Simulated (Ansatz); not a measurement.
# H5MoN3O: shape, modes and thermochemistry

The task is to find a stationary geometry of H5MoN3O, check the end point by its vibrations and derive ideal-gas thermochemistry, and look at its orbitals and charge.

Computed with Ansatz 0.2.0, Gaussian basis. Level: RKS PBE0-D4/def2-TZVP.

Plan: relaxation at PBE-D4/def2-SVP; relaxation at PBE0-D4/def2-TZVP; harmonic vibrations at the same level; a single point in def2-TZVPP for the fields.

## 1. The system as given

SMILES `[NH]=[Mo](=[NH])([NH2])[OH]`, 10 atoms, charge 0, spin multiplicity 1.

Atoms are counted from 1 here; the program's logs count them from 0.

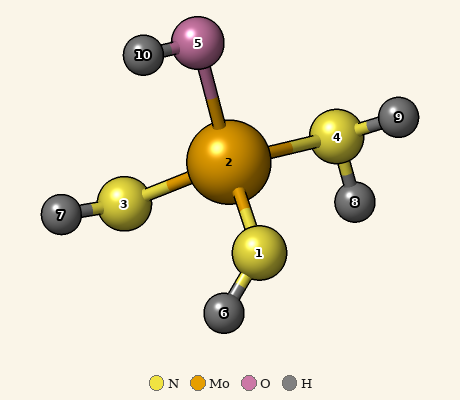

As it starts; nitrogen yellow, molybdenum amber, oxygen pink, hydrogen grey; atoms are numbered from 1 in the order of the file.

The start is a force-field geometry with small random shifts, so a cheaper pass at PBE-D4/def2-SVP comes first. Mo takes the def2 core potential; no spin-orbit term is included.

## 2. Optimising with PBE-D4/def2-SVP (cheap first pass)

Contents of in.yaml:

```yaml
crystal:
  periodic: [false, false, false]
  atoms:
    - {symbol: N, position_ang: [-1.352400, 0.473000, -1.033200]}
    - {symbol: Mo, position_ang: [0.115900, 0.069800, 0.017600]}
    - {symbol: N, position_ang: [1.130000, -1.244500, -0.897700]}
    - {symbol: N, position_ang: [-0.452100, -0.683600, 1.885700]}
    - {symbol: O, position_ang: [1.249100, 1.731400, 0.302900]}
    - {symbol: H, position_ang: [-1.544900, 0.073900, -1.956000]}
    - {symbol: H, position_ang: [1.585400, -1.039200, -1.807800]}
    - {symbol: H, position_ang: [-1.126800, -1.476300, 1.673800]}
    - {symbol: H, position_ang: [-1.106500, 0.066600, 2.374000]}
    - {symbol: H, position_ang: [1.585500, 1.977700, -0.556500]}
basis:
  gaussian: {orbitals: def2-SVP}
hamiltonian: {xc: pbe, dispersion: d4}
relax: {f_tol: 0.03, max_steps: 200}
```

The run is started by

```bash
> ansatz run in.yaml --threads 4 --pin off --events-out ev --progress --plain --max-ram 10444MiB
```

Log, shortened:

```text
Functional definition: PBE
  name "PBE"
  cite "Perdew, Burke & Ernzerhof, Phys. Rev. Lett. 77, 3865 (1996) doi:10.1103/PhysRevLett.77.3865"
  parent pbe
[...]
1252 factors; their error is unknown
[...]
mean field -8443.96154294 eV, -310.3098631802 hartree, gradient 1.3e-5 eV, S^2 0.000000; 0 other end points of the search recorded, 0 dependent functions left out
[...]
reference -8443.96161893 eV, -310.3098659728 hartree; 24, 24 occupied and 88, 88 virtual orbitals, 1252 factors
relax step   1: F+E_penalty+E_count = -8444.19377746 eV  Δ(F+E_penalty+E_count) = +0.000e0 eV  max|allowed force component| = 3.311e0 eV/Å  Δτ_max = 0.0000 Å  (37 SCF iters, accepted)
[...]
relax step   4: F+E_penalty+E_count = -8445.57255782 eV  Δ(F+E_penalty+E_count) = -1.717e-1 eV  max|allowed force component| = 1.411e0 eV/Å  Δτ_max = 0.1931 Å  (39 SCF iters, accepted)
[...]
relax step   7: F+E_penalty+E_count = -8445.84491518 eV  Δ(F+E_penalty+E_count) = -2.513e-2 eV  max|allowed force component| = 2.840e-1 eV/Å  Δτ_max = 0.2000 Å  (40 SCF iters, accepted)
[...]
relax step  10: F+E_penalty+E_count = -8445.87492233 eV  Δ(F+E_penalty+E_count) = -1.716e-2 eV  max|allowed force component| = 1.530e-1 eV/Å  Δτ_max = 0.0660 Å  (33 SCF iters, accepted)
[...]
relax step  13: F+E_penalty+E_count = -8445.88358627 eV  Δ(F+E_penalty+E_count) = -1.571e-3 eV  max|allowed force component| = 4.995e-2 eV/Å  Δτ_max = 0.0293 Å  (34 SCF iters, accepted)
[...]
relax step  15: F+E_penalty+E_count = -8445.88435847 eV  Δ(F+E_penalty+E_count) = -7.722e-4 eV  max|allowed force component| = 1.811e-2 eV/Å  Δτ_max = 0.0364 Å  (34 SCF iters, accepted)
1252 factors; their error is unknown
mean field -8445.63421960 eV, -310.3713329137 hartree, gradient 2.5e-5 eV, S^2 0.000000; 1 other end points of the search recorded, 0 dependent functions left out
[...]
reference -8445.63429488 eV, -310.3713356804 hartree; 24, 24 occupied and 88, 88 virtual orbitals, 1252 factors
Total energy: -8445.88443375 eV, -310.3805281143 hartree
Atom 0 at    -1.136671     0.635323    -1.132008 Å, force    -0.002631    -0.002442    -0.008853 eV/Å
Atom 1 at     0.206635     0.084718    -0.153793 Å, force     0.004912    -0.002810    -0.003640 eV/Å
Atom 2 at     1.087565    -1.260289    -0.838055 Å, force    -0.003236     0.003580     0.009519 eV/Å
Atom 3 at    -0.556295    -0.521269     1.535640 Å, force     0.001863    -0.002529     0.002800 eV/Å
Atom 4 at     1.459974     1.516716     0.083423 Å, force    -0.004326     0.018107    -0.001631 eV/Å
Atom 5 at    -1.750328     0.623247    -1.954807 Å, force     0.002357     0.002798     0.007549 eV/Å
Atom 6 at     1.340785    -1.990220    -1.511494 Å, force     0.000598    -0.003736    -0.007608 eV/Å
Atom 7 at    -0.186185    -1.307214     2.077469 Å, force    -0.005873     0.007303    -0.000693 eV/Å
Atom 8 at    -1.488143    -0.256249     1.865760 Å, force     0.004513    -0.002415    -0.001130 eV/Å
Atom 9 at     1.105864     2.424037     0.030665 Å, force     0.001823    -0.017856     0.003688 eV/Å
Dipole moment:    -0.401826    -0.080599     0.011818 e Å
```

Wall time 22 s (4 threads of Arm Neoverse V1, shared host).

Step by step: (the energy doesn't fall at every step)

| step | energy from step 1 (eV) | largest force component (eV/Å) |
| --- | --- | --- |
| 1 | 0.0000 | 3.3107 |
| 2 | -1.0016 | 1.6135 |
| 3 | -1.2071 | 1.0875 |
| 4 | -1.3788 | 1.4110 |
| 5 | -1.5477 | 0.7451 |
| 6 | -1.6260 | 0.2763 |
| 7 | -1.6511 | 0.2840 |
| 8 | -1.6640 | 0.2809 |
| 9 | -1.6485 | 0.6628 |
| 10 | -1.6811 | 0.1530 |
| 11 | -1.6882 | 0.1531 |
| 12 | -1.6865 | 0.5349 |
| 13 | -1.6898 | 0.0500 |
| 14 | -1.6894 | 0.1326 |
| 15 | -1.6906 | 0.0181 |

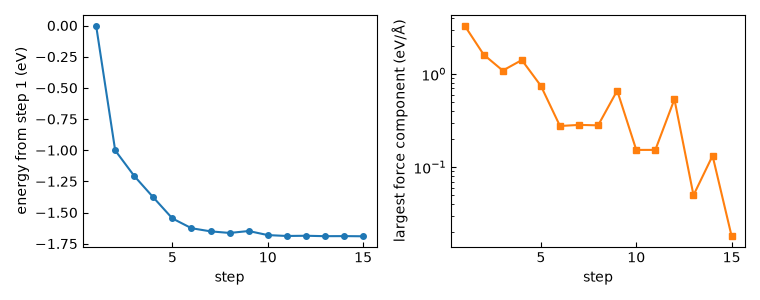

Energy and largest force along the relaxation.

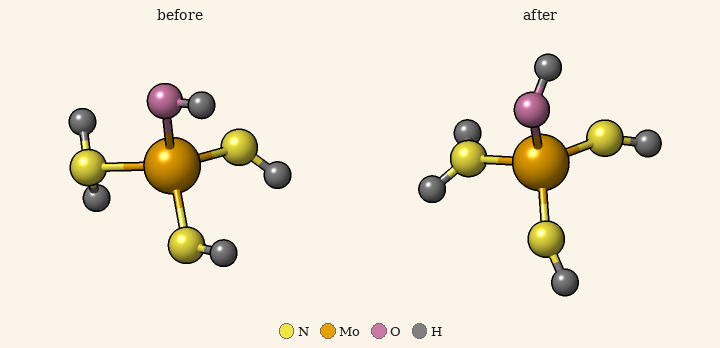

The geometry before (left) and after (right).

Distances of close pairs at the start and the end, largest changes first:

| bond | before (Å) | after (Å) | change (Å) |
| --- | --- | --- | --- |
| Mo2–N3 | 1.896 | 1.747 | -0.148 |
| Mo2–N4 | 2.093 | 1.950 | -0.143 |
| Mo2–O5 | 2.031 | 1.918 | -0.114 |
| N1–Mo2 | 1.850 | 1.751 | -0.099 |
| N4–H9 | 1.109 | 1.024 | -0.085 |
| N4–H8 | 1.062 | 1.024 | -0.038 |
| O5–H10 | 0.955 | 0.975 | +0.020 |
| N3–H7 | 1.038 | 1.025 | -0.013 |

## 3. Relaxation at PBE0-D4/def2-TZVP

Contents of in.yaml:

```yaml
crystal:
  periodic: [false, false, false]
  atoms:
    - {symbol: N, position_ang: [-1.136671, 0.635323, -1.132008]}
    - {symbol: Mo, position_ang: [0.206635, 0.084718, -0.153793]}
    - {symbol: N, position_ang: [1.087565, -1.260289, -0.838055]}
    - {symbol: N, position_ang: [-0.556295, -0.521269, 1.535640]}
    - {symbol: O, position_ang: [1.459974, 1.516716, 0.083423]}
    - {symbol: H, position_ang: [-1.750328, 0.623247, -1.954807]}
    - {symbol: H, position_ang: [1.340785, -1.990220, -1.511494]}
    - {symbol: H, position_ang: [-0.186185, -1.307214, 2.077469]}
    - {symbol: H, position_ang: [-1.488143, -0.256249, 1.865760]}
    - {symbol: H, position_ang: [1.105864, 2.424037, 0.030665]}
basis:
  gaussian: {orbitals: def2-TZVP}
hamiltonian: {xc: pbe0, dispersion: d4}
relax: {f_tol: 0.005, max_steps: 150}
```

Same command.

Log, shortened:

```text
Functional definition: PBE0
  name "PBE0"
  cite "Adamo & Barone, J. Chem. Phys. 110, 6158 (1999) doi:10.1063/1.478522"
  cite "Perdew, Burke & Ernzerhof, Phys. Rev. Lett. 77, 3865 (1996) doi:10.1103/PhysRevLett.77.3865"
  parent pbe
[...]
1214 factors; their error is unknown
[...]
mean field -8452.03144538 eV, -310.6064266251 hartree, gradient 3.5e-5 eV, S^2 0.000000; 0 other end points of the search recorded, 0 dependent functions left out
[...]
reference -8452.03150307 eV, -310.6064287451 hartree; 24, 24 occupied and 170, 170 virtual orbitals, 1214 factors
relax step   1: F+E_penalty+E_count = -8452.24365948 eV  Δ(F+E_penalty+E_count) = +0.000e0 eV  max|allowed force component| = 6.973e-1 eV/Å  Δτ_max = 0.0000 Å  (36 SCF iters, accepted)
[...]
Atom 0 at    -1.112351     0.625739    -1.116337 Å, force    -0.000334    -0.000065    -0.000737 eV/Å
Atom 1 at     0.208530     0.089911    -0.136053 Å, force    -0.000212     0.001250     0.000264 eV/Å
Atom 2 at     1.076111    -1.239662    -0.818103 Å, force     0.000392    -0.000149     0.000596 eV/Å
Atom 3 at    -0.550035    -0.520752     1.540019 Å, force     0.000883    -0.001003     0.001047 eV/Å
Atom 4 at     1.435829     1.522073     0.109915 Å, force    -0.000463    -0.000145     0.000026 eV/Å
Atom 5 at    -1.710011     0.593727    -1.930572 Å, force     0.000026     0.000326    -0.000066 eV/Å
Atom 6 at     1.293262    -1.948316    -1.503868 Å, force     0.000122    -0.000556    -0.000870 eV/Å
Atom 7 at    -0.202844    -1.325702     2.037427 Å, force    -0.000191     0.000533    -0.000097 eV/Å
Atom 8 at    -1.474002    -0.265274     1.850813 Å, force    -0.000326     0.000165    -0.000137 eV/Å
Atom 9 at     1.118710     2.417057    -0.030441 Å, force     0.000105    -0.000355    -0.000026 eV/Å
Dipole moment:    -0.417274    -0.099028    -0.066025 e Å
```

It took 34 s on 4 threads of Arm Neoverse V1, shared host.

The steps of the relaxation:

| step | energy from step 1 (eV) | largest force component (eV/Å) |
| --- | --- | --- |
| 1 | 0.0000 | 0.6973 |
| 2 | -0.0544 | 0.2673 |
| 3 | -0.0575 | 0.0436 |
| 4 | -0.0580 | 0.0250 |
| 5 | -0.0583 | 0.0227 |
| 6 | -0.0583 | 0.0335 |
| 7 | -0.0584 | 0.0117 |
| 8 | -0.0584 | 0.0082 |
| 9 | -0.0584 | 0.0013 |

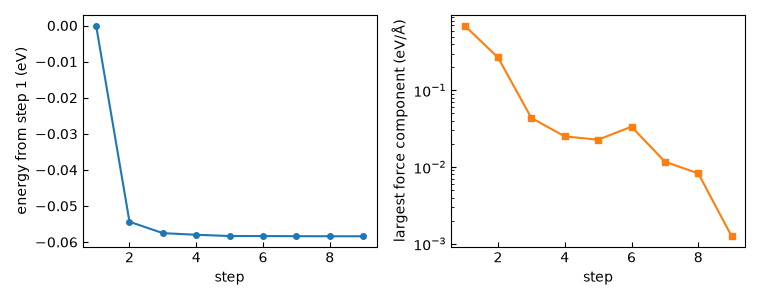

Energy and largest force along the relaxation.

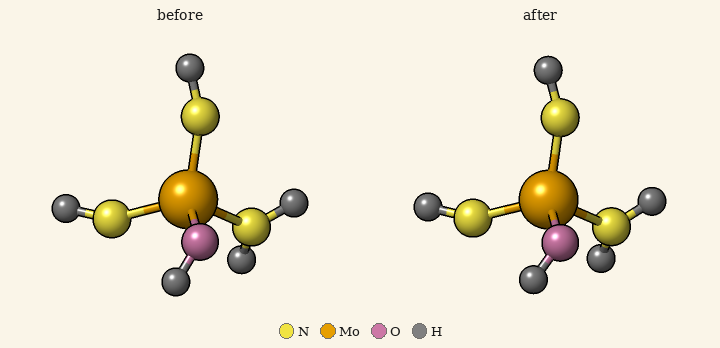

The geometry before (left) and after (right).

Close pairs (by a distance rule), those that changed most:

| bond | before (Å) | after (Å) | change (Å) |
| --- | --- | --- | --- |
| N1–Mo2 | 1.751 | 1.730 | -0.021 |
| Mo2–N3 | 1.747 | 1.728 | -0.019 |
| N1–H6 | 1.027 | 1.011 | -0.016 |
| N4–H8 | 1.024 | 1.008 | -0.016 |
| N4–H9 | 1.024 | 1.008 | -0.016 |
| Mo2–O5 | 1.918 | 1.902 | -0.016 |
| O5–H10 | 0.975 | 0.960 | -0.016 |
| N3–H7 | 1.025 | 1.010 | -0.015 |

Mulliken charges at the end point, from the run's report:

| atom | value (e) |
| --- | --- |
| N1 | -0.71 |
| Mo2 | 1.71 |
| N3 | -0.76 |
| N4 | -0.84 |
| O5 | -0.73 |
| H6 | 0.24 |
| H7 | 0.24 |
| H8 | 0.26 |
| H9 | 0.26 |
| H10 | 0.34 |

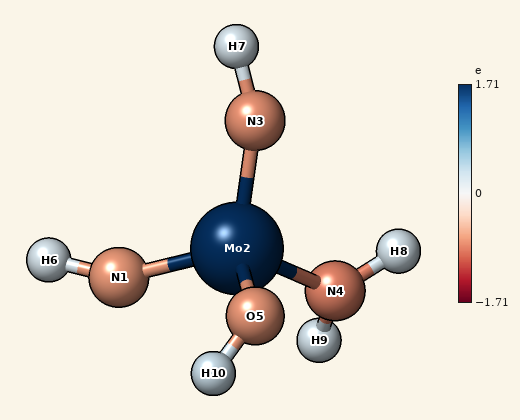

Mulliken charges at the end point, from the run's report, as colours on the atoms.

## 4. Force constants and modes

Contents of in.yaml:

```yaml
crystal:
  periodic: [false, false, false]
  atoms:
    - {symbol: N, position_ang: [-1.112351, 0.625739, -1.116337]}
    - {symbol: Mo, position_ang: [0.208530, 0.089911, -0.136053]}
    - {symbol: N, position_ang: [1.076111, -1.239662, -0.818103]}
    - {symbol: N, position_ang: [-0.550035, -0.520752, 1.540019]}
    - {symbol: O, position_ang: [1.435829, 1.522073, 0.109915]}
    - {symbol: H, position_ang: [-1.710011, 0.593727, -1.930572]}
    - {symbol: H, position_ang: [1.293262, -1.948316, -1.503868]}
    - {symbol: H, position_ang: [-0.202844, -1.325702, 2.037427]}
    - {symbol: H, position_ang: [-1.474002, -0.265274, 1.850813]}
    - {symbol: H, position_ang: [1.118710, 2.417057, -0.030441]}
basis:
  gaussian: {orbitals: def2-TZVP}
hamiltonian: {xc: pbe0, dispersion: d4}
phonons: {temperatures: {t_min: 298.15, t_max: 900, t_step: 200}}
```

Same command.

Log, shortened:

```text
Functional definition: PBE0
  name "PBE0"
  cite "Adamo & Barone, J. Chem. Phys. 110, 6158 (1999) doi:10.1063/1.478522"
  cite "Perdew, Burke & Ernzerhof, Phys. Rev. Lett. 77, 3865 (1996) doi:10.1103/PhysRevLett.77.3865"
  parent pbe
[...]
1214 factors; their error is unknown
[...]
mean field -8452.08666742 eV, -310.6084559975 hartree, gradient 3.5e-5 eV, S^2 0.000000; 0 other end points of the search recorded, 0 dependent functions left out
[...]
reference -8452.08672558 eV, -310.6084581348 hartree; 24, 24 occupied and 170, 170 virtual orbitals, 1214 factors
[...]
1214 factors; their error is unknown
mean field -8452.08648039 eV, -310.6084491244 hartree, gradient 1.1e-6 eV, S^2 0.000000; 0 other end points of the search recorded, 0 dependent functions left out
[...]
reference -8452.08653855 eV, -310.6084512617 hartree; 24, 24 occupied and 170, 170 virtual orbitals, 1214 factors
[...]
Atom 2 at     1.076111    -1.239662    -0.818103 Å, force     0.000322     0.000060     0.000519 eV/Å
Atom 3 at    -0.550035    -0.520752     1.540019 Å, force     0.000889    -0.001009     0.001163 eV/Å
Atom 4 at     1.435829     1.522073     0.109915 Å, force    -0.000502    -0.000155    -0.000007 eV/Å
Atom 5 at    -1.710011     0.593727    -1.930572 Å, force     0.000007     0.000318    -0.000091 eV/Å
Atom 6 at     1.293262    -1.948316    -1.503868 Å, force     0.000117    -0.000555    -0.000851 eV/Å
Atom 7 at    -0.202844    -1.325702     2.037427 Å, force    -0.000183     0.000570    -0.000127 eV/Å
Atom 8 at    -1.474002    -0.265274     1.850813 Å, force    -0.000320     0.000177    -0.000164 eV/Å
Atom 9 at     1.118710     2.417057    -0.030441 Å, force     0.000125    -0.000345    -0.000033 eV/Å
Dipole moment:    -0.417273    -0.099029    -0.066024 e Å
Vibrations: 198.01 215.80 237.76 245.85 261.35 292.10 330.09 407.99 421.31 537.74 607.94 673.31 680.47 700.58 721.85 744.17 1001.10 1028.19 1541.38 3590.20 3619.97 3631.30 3696.11 3898.47 cm⁻¹, zero-point energy 1.815318 eV
```

Wall time 2.4 min (4 threads of Arm Neoverse V1, shared host).

Motions are named by where the mode's potential energy lies. Wavenumbers, unscaled:

| mode | cm⁻¹ | motion |
| --- | --- | --- |
| 1 | 198 | torsion with bend |
| 2 | 216 | bend with torsion |
| 3 | 238 | torsion with bend |
| 4 | 246 | torsion with bend |
| 5 | 261 | bend with torsion |
| 6 | 292 | torsion with bend |
| 7 | 330 | torsion with bend |
| 8 | 408 | torsion with bend |
| 9 | 421 | torsion |
| 10 | 538 | torsion |
| 11 | 608 | torsion |
| 12 | 673 | Mo–O stretch with bend |
| 13 | 680 | bend |
| 14 | 701 | bend |
| 15 | 722 | bend with Mo–N stretch |
| 16 | 744 | mixed, led by bend |
| 17 | 1001 | Mo–N stretch |
| 18 | 1028 | Mo–N stretch |
| 19 | 1541 | bend |
| 20 | 3590 | N–H stretch |
| 21 | 3620 | N–H stretch |
| 22 | 3631 | N–H stretch |
| 23 | 3696 | N–H stretch |
| 24 | 3898 | O–H stretch |

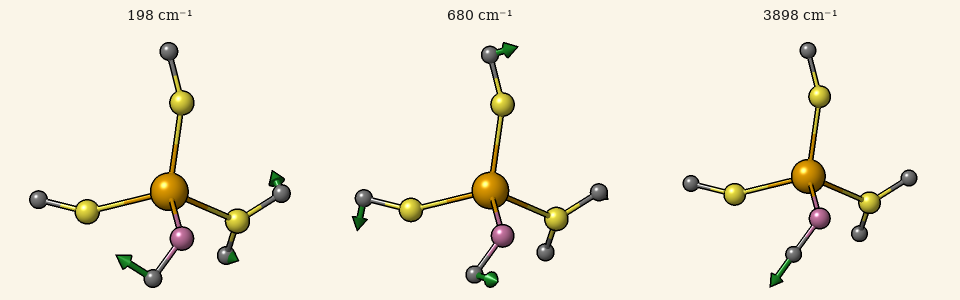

Displacements of 3 modes, as arrows.

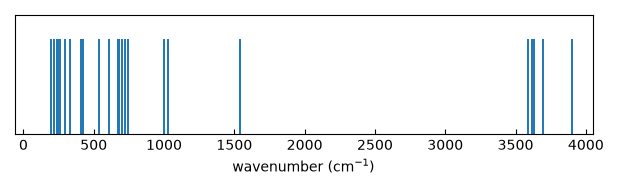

The harmonic wavenumbers as sticks (no intensities were computed).

From these modes and the moments of inertia (298.15 K, 1 bar, symmetry number 1):

| term | value |
| --- | --- |
| zero-point energy | 41.9 kcal/mol |
| H(298) − E | 47.3 kcal/mol |
| entropy, translation | 172.1 J/(mol K) |
| entropy, rotation | 111.2 J/(mol K) |
| entropy, vibration | 69.6 J/(mol K) |
| entropy, total | 352.8 J/(mol K) |

## 5. Orbitals, density and potential

Changes to in.yaml since step 4:

```diff
@@ -14,4 +14,4 @@
 basis:
-  gaussian: {orbitals: def2-TZVP}
+  gaussian: {orbitals: def2-TZVPP}
 hamiltonian: {xc: pbe0, dispersion: d4}
-phonons: {temperatures: {t_min: 298.15, t_max: 900, t_step: 200}}
+output: {orbitals: {seedname: orbitals}}
```

Same command.

Log:

```text
Functional definition: PBE0
  name "PBE0"
  cite "Adamo & Barone, J. Chem. Phys. 110, 6158 (1999) doi:10.1063/1.478522"
  cite "Perdew, Burke & Ernzerhof, Phys. Rev. Lett. 77, 3865 (1996) doi:10.1103/PhysRevLett.77.3865"
  parent pbe
  parameter a = 0.25
  parameter kappa = 0.804
  parameter beta = 0.06672455060314922
  exchange = (1 - a)*pbe_x(kappa = kappa, mu = beta*pi^2/3) + a*exact_x
  correlation = pbe_c(beta = beta)
1280 factors; their error is unknown
mean field evaluation 1: about -8427.9273 eV, gradient 1.2e2 eV
mean field evaluation 2: about -8292.8023 eV, gradient 2.9e2 eV
mean field evaluation 4: about -8450.7295 eV, gradient 2.9e1 eV
mean field evaluation 8: about -8452.2719 eV, gradient 3.6e-1 eV
mean field evaluation 16: about -8452.3611 eV, gradient 1.3e-3 eV
mean field -8452.36114869 eV, -310.6185429981 hartree, gradient 8.4e-5 eV, S^2 0.000000; 0 other end points of the search recorded, 0 dependent functions left out
reference -8452.36120789 eV, -310.6185451738 hartree; 24, 24 occupied and 226, 226 virtual orbitals, 1280 factors
Total energy: -8452.57660298 eV, -310.6264607974 hartree
```

It took 3.4 s on 4 threads of Arm Neoverse V1, shared host; peak memory 0.57 GiB.

The fields below are evaluated on a grid from the run's orbitals.

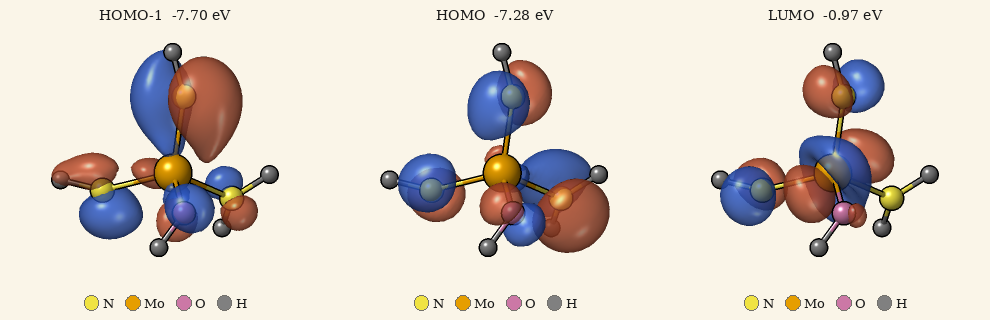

PBE0-D4/def2-TZVPP orbitals near the gap, drawn at the value that encloses 70 % of each; the two colours are the two signs.

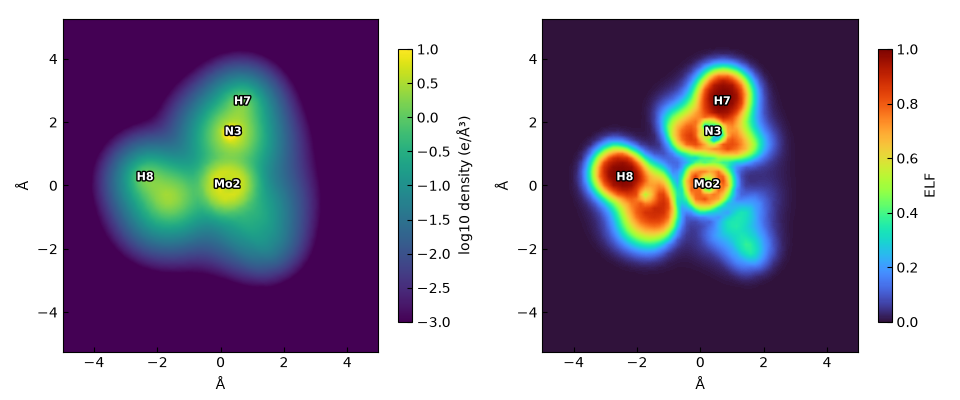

Density (left) and ELF (right) in a plane through or near 4 of the atoms.

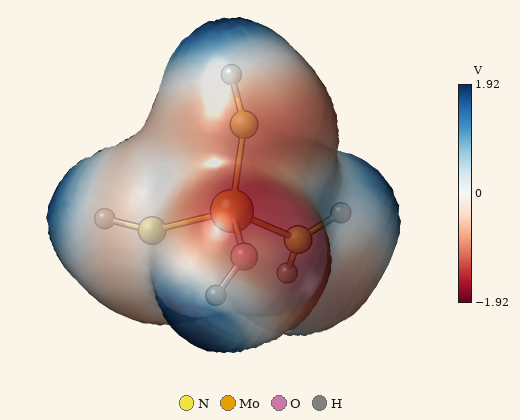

The potential that a unit positive charge feels on the 0.002 e/bohr³ surface, from the 1st to the 99th percentile, from -1.51 V near O5 to 1.92 V near H10.

## 6. Summary of results

```
                  quantity            value
               point group               C1
                     steps           15 + 9
shift from the start (rms)          0.625 Å
              total energy    -8452.3021 eV
           dispersion term         -215 meV
             dipole moment           2.08 D
lowest, highest wavenumber   198, 3898 cm⁻¹
         zero-point energy    41.9 kcal/mol
       entropy at 298.15 K  352.8 J/(mol K)
                HOMO, LUMO  -7.28, -0.97 eV
```

In words: The relaxed geometry lies 0.63 Å (rms) from the start; the bond that changed most is Mo2–N3, from 1.896 to 1.728 Å. All wavenumbers are real, so the end point is a minimum. The stiffest mode, 3898 cm⁻¹, is an O–H stretch. Harmonic hybrid wavenumbers usually lie a few per cent above measured fundamentals. The largest Mulliken charge, +1.71 e, sits on Mo2. The HOMO lies mostly on N4 37 %; N3 20 % and the LUMO on Mo2 49 %; N1, N3 about 15 % each.
